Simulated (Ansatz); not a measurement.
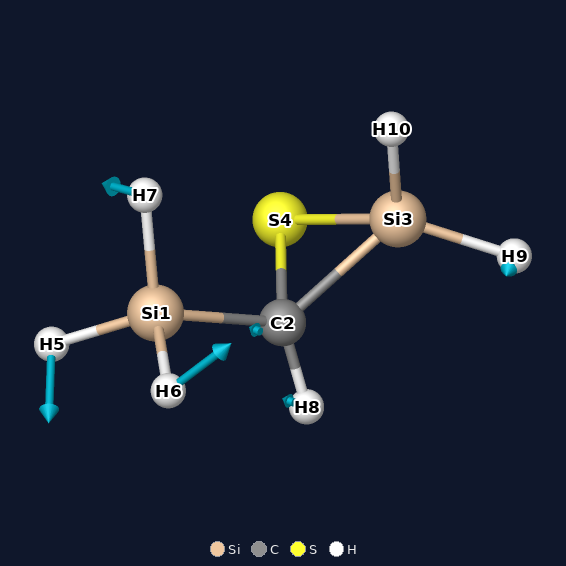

The arrows show one normal mode. Harmonic vibrations computed with RKS PBE0-D4/def2-TZVP (Ansatz 0.2.0) at a stationary point of the same level.

What kind of motion is it?

A torsion or out-of-plane motion in which bond lengths and bond angles hardly change.

Estimate its harmonic wavenumber.

145 cm⁻¹; it is mode 1 of 24 counted from the lowest.
